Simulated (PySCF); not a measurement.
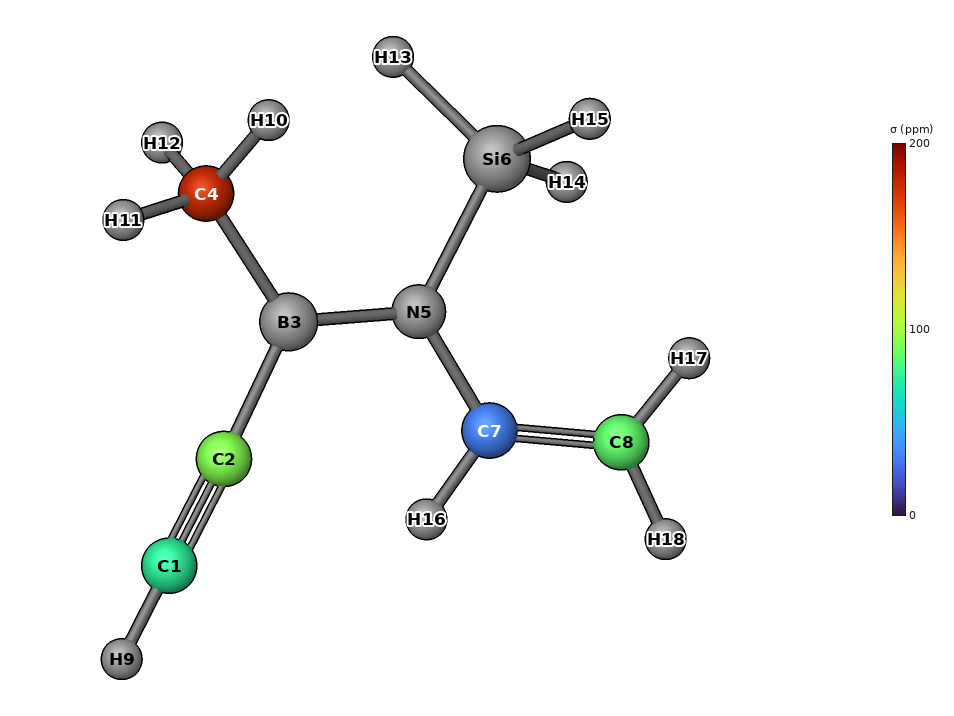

Atoms are coloured by their isotropic NMR shieldings (C only, the others grey). The computed structure is the end point of a GFN2-xTB optimisation. No frequency run is at hand to confirm it as a minimum. Method: GIAO PBE0/pcSseg-1 NMR shielding, non-relativistic, gas phase (PySCF 2.14.0).

List the isotropic NMR shieldings of the C atoms.

```
atom  σ (ppm)
  C1     74.5
  C2     92.5
  C4    177.2
  C7     32.8
  C8     85.7
```

The geometry is semi-empirical. Around B, Si such bond lengths and angles can be off by a tenth of an ångström or more and by several degrees, and values that hang on the shape move with them.
